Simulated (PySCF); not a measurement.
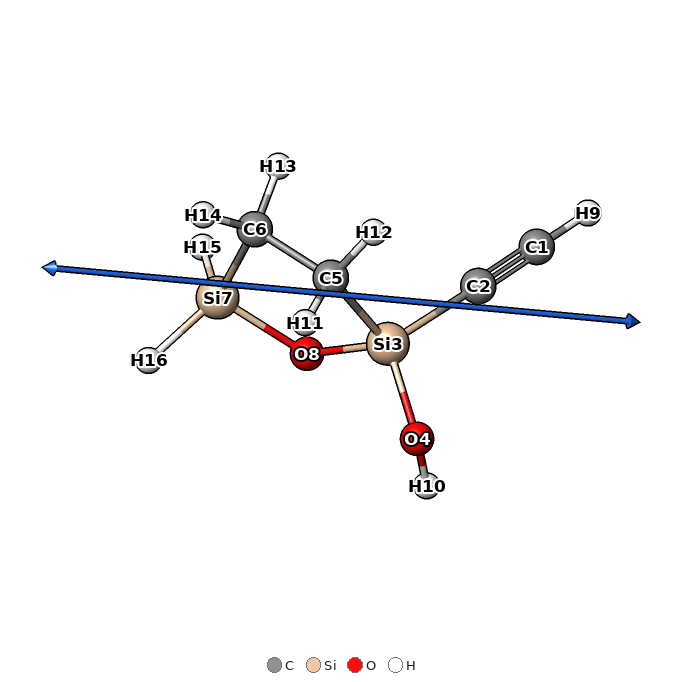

The double arrow shows the direction of the transition dipole to excited singlet state 7 (its length means nothing). Computed geometry: GFN2-xTB optimisation. No frequency run is at hand to confirm it as a minimum. Level of theory: TDDFT ωB97X-D/def2-SVPD, vertical, gas phase, core orbitals frozen in the response (PySCF 2.14.0).

Give its energy, strength and character.

7.96 eV (156 nm), oscillator strength 0.050, of mixed character, with the largest part HOMO → LUMO+1 (weight 0.26); transition dipole 1.29 D.

The geometry is semi-empirical. Around Si such bond lengths and angles can be off by a tenth of an ångström or more and by several degrees, and values that hang on the shape move with them.
